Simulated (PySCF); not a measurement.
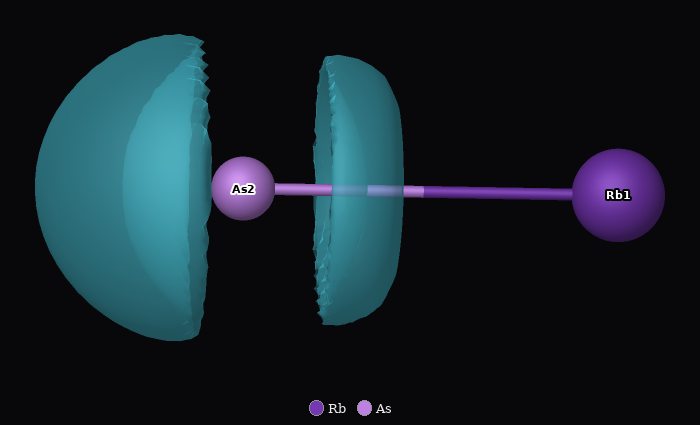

*RbAs (triplet). Isosurface of the ELF at 0.8 (cyan), seen from one side. Core shells and regions of very low density are left out.*

Core potentials replace the inner electrons of Rb.

Computed with PBE0/def2-SVP, non-relativistic Hamiltonian with scalar-relativistic core potentials where named, at a bond length of 3.295 Å (PySCF).

**What do the ELF domains correspond to?**

The ELF exceeds this value in one lobe of the valence shell of As pointing towards Rb and one lobe on As, pointing away from the bonds (non-bonding electrons). Along the contacts the grid gives the following. Rb–As (3.29 Å): the ELF peaks at about 0.85 in the valence shell of As, 1.3 Å from its nucleus, and is about 0.30 at the midpoint.
